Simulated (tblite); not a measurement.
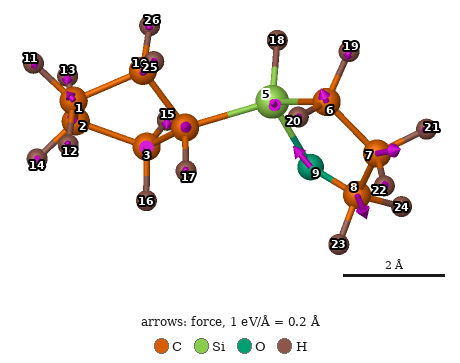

Starting geometry of C8H16OSi with the computed forces as purple arrows. A ball-and-stick model, seen from a free direction.

Method: tblite 0.8.0, GFN2-xTB geometry optimisation, gas phase. 

**Is this structure relaxed? If not, where do the atoms go?**

It isn't relaxed: the largest force vector, on a C atom, is 3.92 eV/Å. The final displacements have little in common with the starting forces (cosine between the two patterns 0.11). After 105 geometry steps the energy has fallen by 0.791 eV. The largest move after the best rigid fit is that of an H atom, 0.90 Å. By element the largest moves are H 0.90 Å, O 0.33 Å, C 0.32 Å, Si 0.28 Å. Near-neighbour distances that change, for instance: C–C 1.452 → 1.529 Å, O–Si 1.710 → 1.638 Å, C–O 1.356 → 1.408 Å, C–Si 1.862 → 1.903 Å. Bond angles that change, for instance: C–C–C 113.7° → 107.1°, C–C–H 106.6° → 113.1°, C–Si–C 113.1° → 118.2°. Groups turn about C–C by about 25°, C–Si by about 25°, C–C by about 20°.
